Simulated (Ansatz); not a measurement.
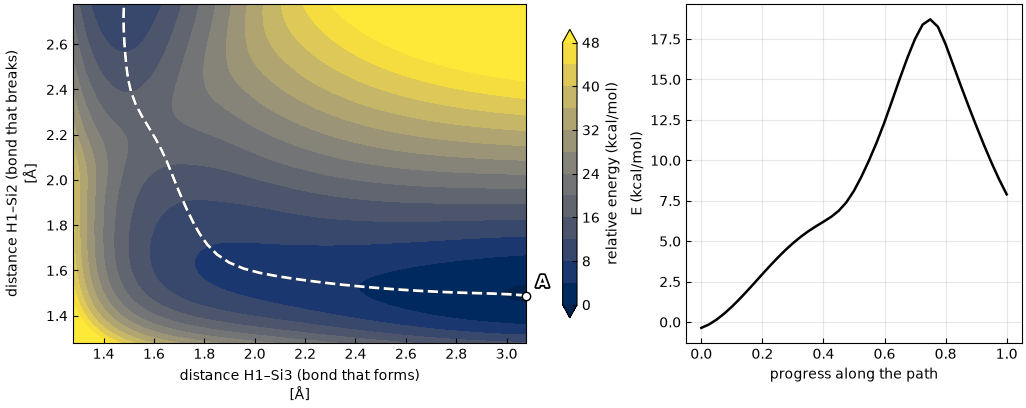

The reacting system ClH3Si2 (one molecule; an intramolecular 1,2-shift). First axis: distance H1–Si3 (bond that forms). Second axis: distance H1–Si2 (bond that breaks). Relaxed at each point: all other coordinates. Grid: 13 × 13 points. Points are written as (first, second). All energies are given in kcal/mol relative to the lowest grid point. The reference is spin-restricted, so regions where a bond is pulled apart into radicals lie too high. Method: RKS B3LYP-D4/def2-SVP (Ansatz 0.2.0).

Drawn: filled contours, a line along the lowest path, one colour for all values above the top of the scale, the energy along the path at the right, the start A. Between grid points the surface is interpolated.

Describe the path and its barrier.

The easiest path runs from the side where the first distance is long, about (3.08 Å, 1.49 Å), to the side where the second distance is long, (1.470 Å, 2.778 Å). Its highest point, at about (1.58 Å, 2.23 Å), lies about 19 kcal/mol above the start and 11 kcal/mol above the end on the interpolated surface. An end on the edge of the scan is no minimum, so the barrier from there is a lower bound.
